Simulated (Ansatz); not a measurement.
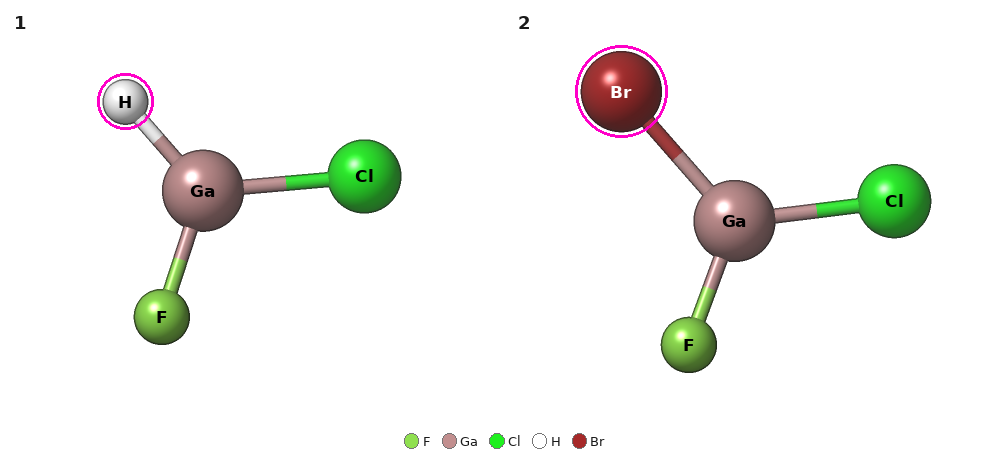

2 molecules with one skeleton, seen from the same side and at one scale; the atom that differs is circled. Each species is neutral and a spin singlet. Computed geometries: PBE0-D4/def2-TZVP optimisations, one conformation each. Properties computed with Ansatz 0.2.0.

One atom differs, called X below: H in panel 1, Br in panel 2. Their formulas are ClFGaH (`[F][GaH][Cl]`), GaBrClF (`[F][Ga]([Cl])[Br]`).

In which is the harmonic zero-point energy higher (PBE0-D4/def2-TZVP)?

Answer. In panel 1 (X = H).

In which is the harmonic X–Ga stretching wavenumber higher (PBE0-D4/def2-TZVP)?

Answer. In panel 1 (X = H).

Give the values. With PBE0-D4/def2-TZVP: length of X–Ga (Å), angle F–Ga–X (°), harmonic zero-point energy (kJ/mol), harmonic X–Ga stretching wavenumber (cm⁻¹). With r2SCAN-D4/def2-TZVPP: dipole moment (D), HOMO energy (Kohn–Sham orbital) (eV), HOMO–LUMO gap (eV).

```csv
quantity,1 (H),2 (Br),2 − 1
length of X–Ga (Å),1.541,2.246,+0.705
angle F–Ga–X (°),120.8,118.6,−2.2
dipole moment (D),2.06,0.99,−1.07
HOMO energy (Kohn–Sham orbital) (eV),−8.29,−8.22,+0.07
HOMO–LUMO gap (eV),6.23,5.46,−0.77
harmonic zero-point energy (kJ/mol),26.5,11.3,−15.2
harmonic X–Ga stretching wavenumber (cm⁻¹),2080,310,−1770
```
